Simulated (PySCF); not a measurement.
**C₂H₁₄BNSi₃ (SMILES CB(C)[SiH2]N([SiH3])[SiH3]): density, localisation and related maps**

Input

```
{"job": {"kind": "nmr", "xc": "PBE0", "basis": "pcSseg-1"}, "charge": 0, "multiplicity": 1}
C      1.587026     1.410653     0.581840
B      1.656345    -0.004186    -0.080297
C      3.002475    -0.562840    -0.651560
Si     0.002723    -1.181424    -0.156142
N     -1.513310    -0.288624     0.048823
Si    -1.899142     0.994767    -1.071902
Si    -2.660779    -0.778565     1.274175
H      0.597381     1.890231     0.591719
H      2.347724     2.117241     0.212810
H      1.842994     1.216243     1.644825
H      3.907171    -0.104714    -0.221418
H      2.977154    -0.259266    -1.719602
H      3.102115    -1.659012    -0.657469
H      0.054530    -2.168697     0.979002
H     -0.044782    -2.008362    -1.410785
H     -0.707171     1.183389    -1.959375
H     -2.186022     2.282929    -0.367622
H     -3.079928     0.668957    -1.931052
H     -2.048639    -0.744677     2.637911
H     -3.807109     0.182641     1.232399
H     -3.185745    -2.159337     1.037749
```

Command:

```sh
OMP_NUM_THREADS=1 python probes_run.py task.json out
```

Geometry: PBE0-D3(BJ)/def2-SVP.

The calculation used PBE0/pcSseg-1, SCF density, gas phase, non-relativistic in PySCF.

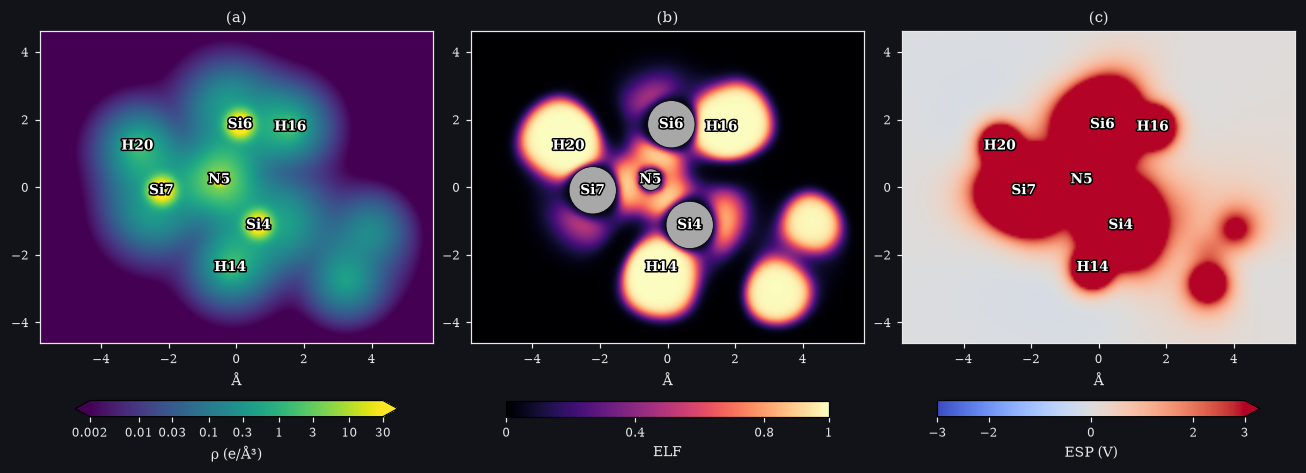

Figure 1. (a) electron density; (b) ELF; (c) molecular electrostatic potential on the plane of atoms Si6, N5 and Si7. Grey discs cover the atomic cores in the ELF map.

**Interpret the plot.**

The plane passes through Si, N and H nuclei. Si–N (1.75 Å): ρ at the midpoint is about 1 e/Å³; the ELF peaks at about 0.90 between the atoms (a polar covalent bond). Si–H (1.51 Å): ρ is about 0.76 e/Å³ halfway; the ELF climbs to about 1 towards the hydrogen, as it does in any bond to H. The potential has no marked negative region in this plane.

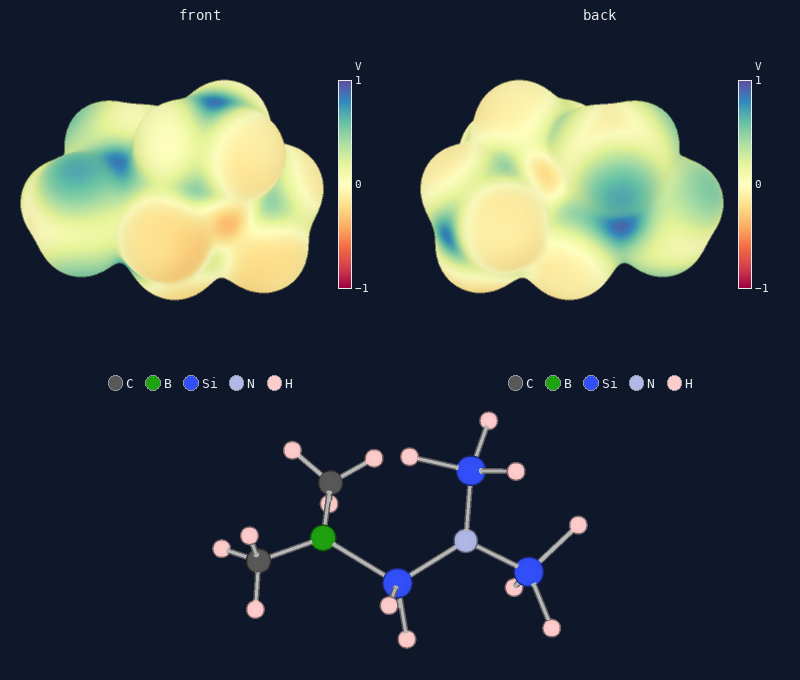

Figure 2. The molecular electrostatic potential painted on the density surface at 0.001 e/bohr³, seen from the front and from behind; the colour scale runs from red (negative) to blue (positive). The bare structure is drawn below in the same view.

**Where is the surface potential most negative and most positive?**

The most negative region (about −0.3 V) lies over N5 and H15, the most positive (about +0.8 V, or +18 kcal/mol for a unit charge) over B2, Si6 and Si7.
